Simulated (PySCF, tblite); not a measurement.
**C4H5F3N radical: geometry, infrared bands and EPR parameters**

Wanted: the infrared bands and EPR parameters of C4H5F3N radical (`[H]/N=C(/[C](C)F)C(F)F`), by calculation.

The runs use tblite 0.8.0 and PySCF 2.14.0, with density-fitted response routines of our own; the level of theory stands in each step. All values are computed, except where a source is named. Atoms count from 0, in the outputs and in this text.

**1. The molecule as given**

13 atoms, charge 0, multiplicity 2; geometry from: force field or distance geometry start.

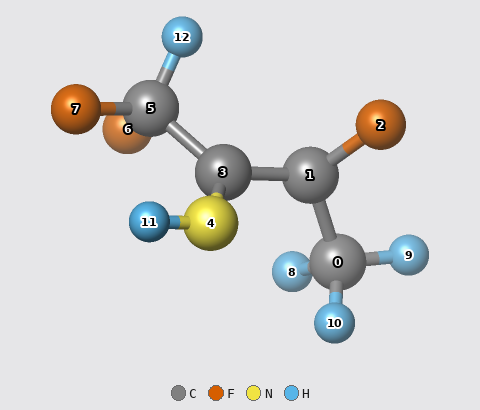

The starting geometry (carbon grey, fluorine orange, nitrogen yellow, hydrogen blue), atoms numbered.

**2. Geometry optimisation with GFN2-xTB**

What the job is given:

```
{"job": {"kind": "relax", "xc": "GFN2-xTB", "basis": "xTB"}, "charge": 0, "multiplicity": 2}
C      1.899300     0.382500    -0.213500
C      0.758800    -0.054400     0.628100
F      1.089700    -0.814000     1.741700
C     -0.488500    -0.400500    -0.035300
N     -0.525200    -1.392400    -0.846300
C     -1.720000     0.394400     0.270100
F     -1.516100     1.703800    -0.063000
F     -2.822300    -0.121100    -0.358000
H      1.648100     1.399600    -0.600100
H      2.802100     0.512100     0.431000
H      2.146300    -0.294700    -1.052100
H     -1.402000    -1.642000    -1.319800
H     -1.874500     0.327100     1.399600
```

The run is started by

```bash
$ OMP_NUM_THREADS=1 python probes_run.py task.json out
```

This one command runs all jobs of the session in turn.

Standard output:

```text
step      E/eV     max force
  0    -765.01305    3.039
  1    -765.14874    2.626
  2    -765.21557    0.795
  3    -765.24735    0.537
  4    -765.27524    0.243
  5    -765.28017    0.253
  6    -765.29048    0.275
  7    -765.29875    0.289
  8    -765.31586    0.413
  9    -765.33744    0.708
 10    -765.36818    0.961
 11    -765.42195    0.927
 12    -765.47160    0.553
 13    -765.50770    0.862
 14    -765.54803    0.709
 15    -765.59648    0.545
 16    -765.66894    0.803
 17    -765.70440    0.715
 18    -765.74137    0.479
 19    -765.77501    0.414
 20    -765.78635    0.422
 21    -765.81256    0.387
 22    -765.82643    0.370
 23    -765.84238    0.372
 24    -765.85821    0.377
 25    -765.87397    0.374
 26    -765.88911    0.323
 27    -765.90787    0.359
 28    -765.93083    0.380
 29    -765.95169    0.461
 30    -765.97256    0.475
 31    -765.99901    0.487
 32    -766.03274    0.499
 33    -766.06431    0.502
 34    -766.08786    0.413
 35    -766.10328    0.477
 36    -766.11803    0.345
 37    -766.13323    0.342
 38    -766.14391    0.251
 39    -766.15092    0.233
 40    -766.15541    0.186
 41    -766.15909    0.142
 42    -766.16310    0.131
 43    -766.16595    0.138
 44    -766.16879    0.142
 45    -766.17130    0.120
 46    -766.17307    0.092
 47    -766.17405    0.071
 48    -766.17475    0.077
 49    -766.17539    0.066
 50    -766.17580    0.040
 51    -766.17598    0.032
 52    -766.17606    0.022
 53    -766.17612    0.021
 54    -766.17619    0.022
 55    -766.17626    0.024
 56    -766.17634    0.026
 57    -766.17645    0.031
 58    -766.17656    0.032
 59    -766.17669    0.028
 60    -766.17683    0.033
 61    -766.17702    0.045
 62    -766.17726    0.047
 63    -766.17752    0.048
 64    -766.17779    0.050
 65    -766.17809    0.047
 66    -766.17851    0.055
 67    -766.17905    0.066
 68    -766.17965    0.056
 69    -766.18019    0.054
 70    -766.18070    0.061
 71    -766.18133    0.064
 72    -766.18201    0.064
 73    -766.18244    0.046
 74    -766.18158    0.141
 75    -766.18267    0.019
 76    -766.18272    0.017
 77    -766.18282    0.023
 78    -766.18287    0.024
 79    -766.18299    0.019
 80    -766.18304    0.018
 81    -766.18309    0.019
 82    -766.18314    0.021
 83    -766.18319    0.020
 84    -766.18323    0.015
 85    -766.18327    0.014
 86    -766.18331    0.015
 87    -766.18335    0.017
 88    -766.18341    0.021
 89    -766.18346    0.019
 90    -766.18350    0.010
 91    -766.18352    0.009
```

Wall time 0.47 s (1 thread of Arm Neoverse V1, shared host).

The steps of the relaxation: (not every step is listed)

```csv
step,energy from step 0 (eV),largest force (eV/Å)
0,0.0000,3.0393
1,-0.1357,2.6264
2,-0.2025,0.7954
3,-0.2343,0.5368
4,-0.2622,0.2431
5,-0.2671,0.2525
6,-0.2774,0.2754
7,-0.2857,0.2894
8,-0.3028,0.4129
15,-0.5834,0.5451
22,-0.8134,0.3699
29,-0.9386,0.4607
36,-1.1050,0.3451
43,-1.1529,0.1381
50,-1.1627,0.0400
57,-1.1634,0.0312
64,-1.1647,0.0498
71,-1.1683,0.0640
78,-1.1698,0.0240
85,-1.1702,0.0144
86,-1.1703,0.0149
87,-1.1703,0.0167
88,-1.1704,0.0207
89,-1.1704,0.0188
90,-1.1704,0.0104
91,-1.1705,0.0091
```

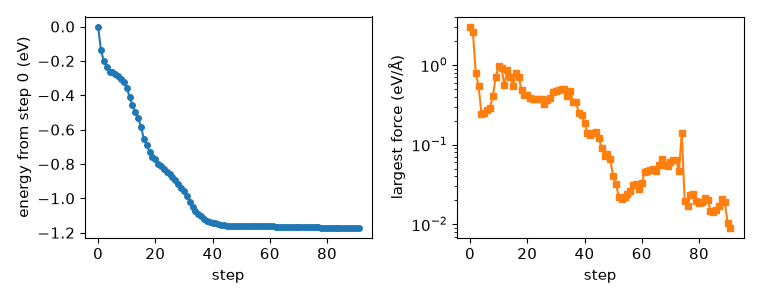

Energy and force, step by step.

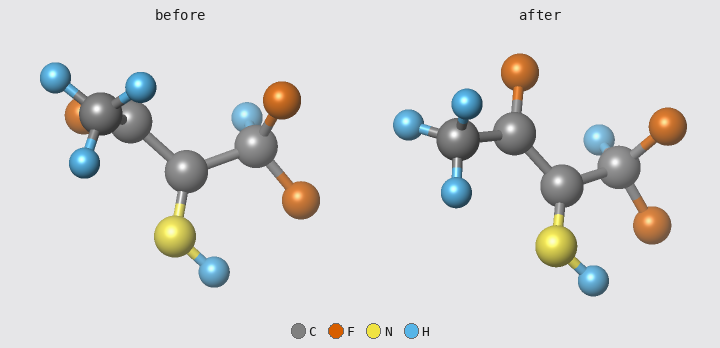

The geometry before (left) and after (right).

Close pairs (by a distance rule), those that changed most:

```csv
bond,before (Å),after (Å),change (Å)
C1–C3,1.455,1.398,-0.056
C1–F2,1.388,1.342,-0.046
C5–H12,1.142,1.101,-0.041
C3–C5,1.497,1.533,+0.036
C0–H9,1.117,1.091,-0.026
C0–H8,1.117,1.092,-0.024
C0–H10,1.106,1.085,-0.021
C5–F7,1.369,1.353,-0.017
```

The end geometry stands in the next job.

**3. Vibrational analysis with GFN2-xTB**

What the job is given:

```
{"job": {"kind": "ir", "xc": "GFN2-xTB", "basis": "xTB"}, "charge": 0, "multiplicity": 2}
C      2.055402     0.114758    -0.218278
C      0.710860     0.275099     0.353110
F      0.628866     0.969553     1.498535
C     -0.468096    -0.235462    -0.198234
N     -0.411448    -0.949886    -1.272775
C     -1.771744     0.113751     0.529394
F     -2.117950     1.403456     0.289589
F     -2.788068    -0.648690     0.064577
H      2.455557     1.083164    -0.527051
H      2.739089    -0.289640     0.529592
H      1.990064    -0.545691    -1.076692
H     -1.316512    -1.265974    -1.609501
H     -1.710410    -0.023949     1.620007
```

Standard output:

```text
mode    cm-1     km/mol
  1      36.6      1.21
  2      90.0      5.57
  3     105.4      0.35
  4     153.4      1.79
  5     239.0     10.31
  6     290.1      7.80
  7     311.0      1.30
  8     343.3      5.33
  9     453.1     21.58
 10     508.2      3.93
 11     545.4     11.05
 12     638.0      9.99
 13     721.2     85.99
 14     821.0     22.70
 15     929.4     49.51
 16     981.3     25.69
 17    1001.3     54.26
 18    1032.8    158.44
 19    1096.1     69.82
 20    1203.1    150.33
 21    1242.8      8.30
 22    1260.6     82.77
 23    1272.3     28.22
 24    1366.2     66.17
 25    1408.3     69.61
 26    1414.5     45.74
 27    1459.2     58.69
 28    1516.5      2.23
 29    2896.8     22.51
 30    2966.9      0.73
 31    2996.8      1.58
 32    3080.0      0.54
 33    3373.5      7.42
```

It took 0.31 s on 1 thread of Arm Neoverse V1, shared host.

The strongest bands and the atoms that carry them (share of the mass-weighted mode):

```csv
cm⁻¹,km/mol,atoms
721,86.0,"H11 76 %, N4 12 %"
1033,158.4,"C5 63 %, F6 23 %"
1096,69.8,"C5 45 %, F7 20 %, H12 16 %"
1203,150.3,"H11 52 %, C1 12 %, H12 12 %"
1261,82.8,"C1 39 %, H12 34 %"
1366,66.2,"H8 26 %, H9 25 %, H10 23 %, C0 22 %"
1408,69.6,"H9 43 %, H10 26 %, H8 12 %"
1459,58.7,"C1 28 %, C3 28 %, N4 17 %"
```

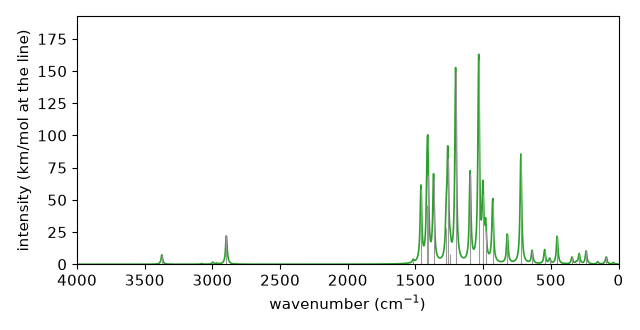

The infrared spectrum from these modes, unscaled. Lines are broadened to a width of 14 cm⁻¹ (Lorentzian).

**4. EPR parameters: B3LYP/pcH-1**

The job, as its differences from that of step 3:

```diff
@@ -1,2 +1,2 @@
-{"job": {"kind": "ir", "xc": "GFN2-xTB", "basis": "xTB"}, "charge": 0, "multiplicity": 2}
+{"job": {"kind": "epr", "basis": "pcH-1"}, "charge": 0, "multiplicity": 2}
 C      2.055402     0.114758    -0.218278
```

Method: UKS B3LYP, pcH-1 on C F H N, non-relativistic, mean-field spin-orbit, GIAO.

Standard output:

```text
UKS, coarse grid
  cycle   1  E = -509.52677869  |g| = 6.66e-01
  cycle   2  E = -509.18904227  |g| = 1.17e+00
  cycle   3  E = -509.67369279  |g| = 1.52e-01
  cycle   4  E = -509.68224326  |g| = 8.01e-02
  cycle   5  E = -509.68500409  |g| = 2.03e-02
  cycle   6  E = -509.68523493  |g| = 8.34e-03
  cycle   7  E = -509.68530312  |g| = 3.61e-03
  cycle   8  E = -509.68531561  |g| = 2.18e-03
  cycle   9  E = -509.68531799  |g| = 5.06e-04
UKS, final grid
  cycle   1  E = -509.68539597  |g| = 6.44e-04
  cycle   2  E = -509.68539584  |g| = 1.00e-03
  cycle   3  E = -509.68539614  |g| = 8.72e-05
  cycle   4  E = -509.68539615  |g| = 4.60e-05
  cycle   5  E = -509.68539616  |g| = 1.90e-05
E = -509.68539616 Eh   <S^2> = 0.7712 (exact 0.7500)
g shifts (ppm)      1          2          3
  rmc          -216       -216       -216
  gc             -8         43         40
  oz_so         -32       2086       3913
  total        -256       1914       3738
hyperfine (MHz)  atom isotope    a_iso     a_fc   dipolar eigenvalues
    0   13C     -22.92     -22.92     -1.40      0.46      0.94
    1   13C      66.07      66.07    -59.63    -58.58    118.22
    2   19F     104.70     104.70   -193.67   -165.79    359.46
    3   13C     -47.49     -47.49    -21.45      7.54     13.92
    4   14N      16.81      16.81    -23.14    -22.40     45.55
    5   13C       0.68       0.68     -0.86     -0.24      1.10
    6   19F      -6.70      -6.70    -10.50      3.05      7.45
    7   19F      -1.88      -1.88     -4.02     -0.03      4.05
    8    1H      80.49      80.49     -3.72     -2.90      6.62
    9    1H      62.50      62.50     -3.82     -2.75      6.57
   10    1H       2.14       2.14     -4.24     -1.86      6.11
   11    1H     -34.64     -34.64    -28.36     -4.98     33.35
   12    1H      -2.80      -2.80     -2.45     -1.64      4.08
```

It took 66 s on 1 thread of Arm Neoverse V1, shared host; peak memory 0.98 GiB.

Principal g values 2.00206, 2.00423, 2.00606; g(iso) = 2.00412, against 2.00232 for a free electron.

Mean a(iso) over the nuclei that a row names, and the largest dipolar term of the row (other rows stand at the frozen geometry):

```csv
nuclei,isotope,a(iso) (MHz),"a(iso) (G, at g = 2.0023)",largest dipolar term (MHz)
F2,19F,104.7,37.4,359.5
C1,13C,66.1,23.6,118.2
"H8, H9, H10",1H,48.4,17.3,6.6
C3,13C,-47.5,-16.9,-21.5
H11,1H,-34.6,-12.4,33.3
C0,13C,-22.9,-8.2,-1.4
N4,14N,16.8,6.0,45.5
"F6, F7",19F,-4.3,-1.5,-10.5
H12,1H,-2.8,-1.0,4.1
C5,13C,0.7,0.2,1.1
```

Mulliken spin populations:

C0 -0.05; C1 0.63; F2 0.05; C3 -0.17; N4 0.50; C5 0.00; F6 0.00; F7 0.00; H8 0.03; H9 0.03; H10 0.00; H11 -0.02; H12 0.00

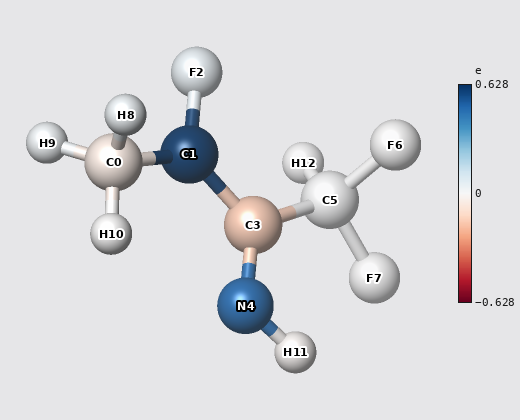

Mulliken spin populations, as colours on the atoms.

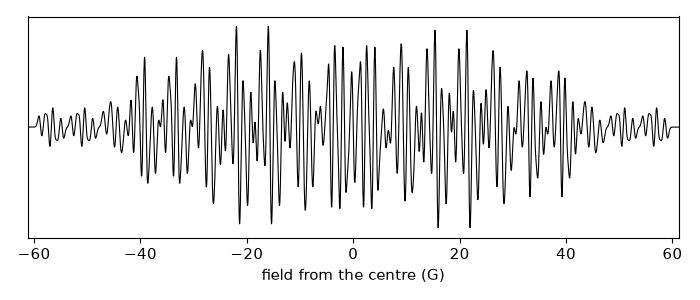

First-order isotropic spectrum (first derivative, main isotopes with spin only, couplings over 0.8 MHz, Gaussian width 0.3 G; couplings of the frozen geometry, rotation of groups not averaged beyond the rows shown).

The fields below are evaluated on a grid from the run's orbitals.

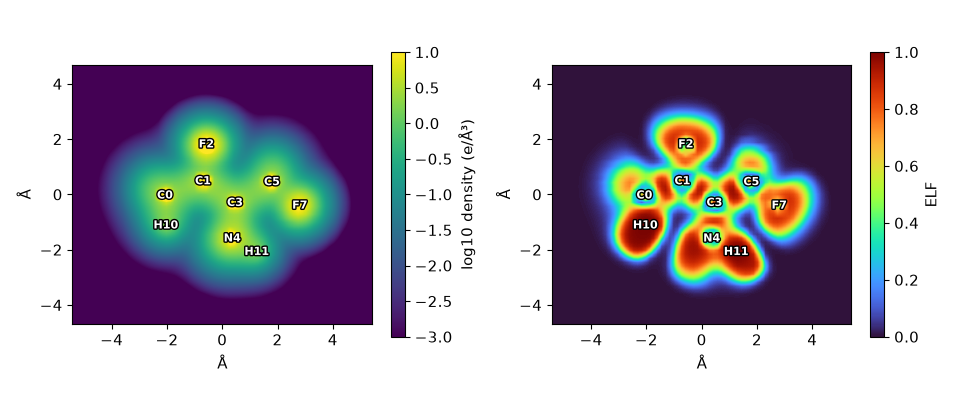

Density (left) and ELF (right) in a plane through or near 9 of the atoms.

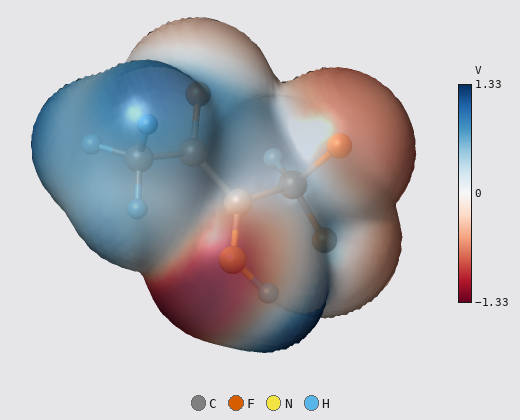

Electrostatic potential on the surface of density 0.002 e/bohr³; red is low, blue high. It runs from -1.27 V near N4 to 1.33 V near H11.

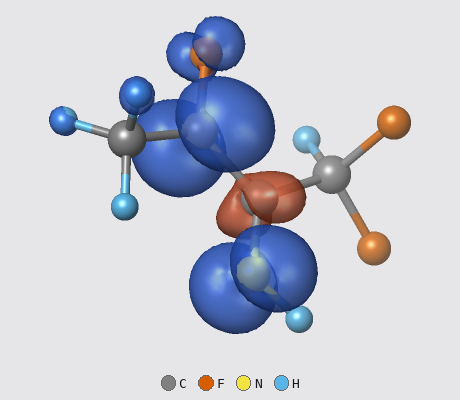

Spin density at ±0.04 e/Å³ (alpha excess blue, beta excess red).

**5. What came out**

```
                                                                  quantity                  value
                                 strongest single infrared mode (GFN2-xTB)  1033 cm⁻¹, 158 km/mol
                                              zero-point energy (GFN2-xTB)          54.0 kcal/mol
                                                            g(iso) (B3LYP)                2.00412
                                                                      ⟨S²⟩     0.771 (exact 0.75)
                                        largest a(iso) (averaged by class)   19F on F2, 104.7 MHz
potential on the surface of density 0.002 e/bohr³, 1st and 99th percentile     -1.27 V and 1.33 V
```

What this shows: The optimisation took 91 steps and gained 1.170 eV; among the close pairs (by a distance rule), C1–C3 changed most, from 1.455 to 1.398 Å. No mode is imaginary among the 33: a minimum at this level. The strongest single mode, at 1033 cm⁻¹, moves mainly C5. GFN2-xTB is a fitted tight-binding method: band positions and strengths are rough. Its intensities can rank the bands wrongly. The largest spin populations lie on C1 (0.63 e), N4 (0.50 e). The isotropic g lies 1.8 ppt above the free-electron value. These values are for one conformer; the search (at its own cheap level) found 2 more, at 0.67, 2.02 kcal/mol, and measured spectra average over such forms.
